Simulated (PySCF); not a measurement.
Consider C4H6OSSi.

```csv
atom,x (Å),y (Å),z (Å)
O,-2.4724,0.8298,-0.1346
Si,-1.6136,-0.5487,-0.0370
C,0.1623,0.0366,0.0096
C,1.2832,-0.8370,0.0395
C,2.4698,-0.1865,0.0716
S,2.2651,1.5231,0.0702
C,0.5566,1.3377,0.0232
H,-3.4241,0.8186,-0.1707
H,-1.9611,-1.2849,1.1835
H,-1.8560,-1.3915,-1.2124
H,1.1922,-1.9088,0.0365
H,3.4602,-0.5966,0.0964
H,-0.0665,2.2086,0.0065
```

Geometry: GFN2-xTB.

The calculation used PBE0/pcSseg-1, SCF density, gas phase, non-relativistic in PySCF 2.14.0.

> What can the converged electron density and electron localisation function tell about the bonding?

C–C (1.35 Å): ρ at the midpoint is about 2.2 e/Å³; the ELF peaks at about 0.95 between the atoms (a covalent bond).
Si–O (1.63 Å): the density is about 1.2 e/Å³ at the midpoint; the ELF peaks at about 0.85 between the atoms, as expected for a short, strongly polar bond.
C–S (1.72 Å): the density is about 1.4 e/Å³ at the midpoint; the ELF peaks at about 0.90 between the atoms (a covalent bond).
C–Si (1.87 Å): the density is about 0.96 e/Å³ at the midpoint; the ELF peaks at about 0.95 between the atoms: localised, covalent bonding.

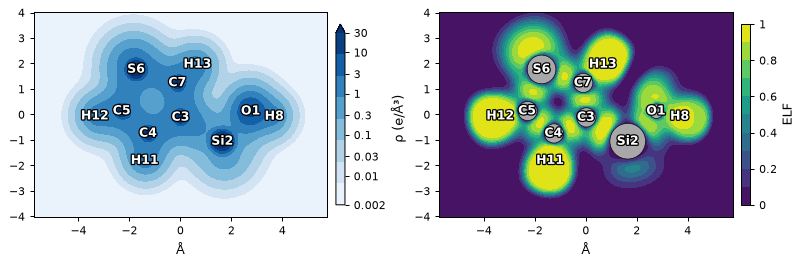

Computed electron density and electron localisation function on the plane of atoms C5, S6 and C7, in this order. Grey discs cover the atomic cores in the ELF map. 
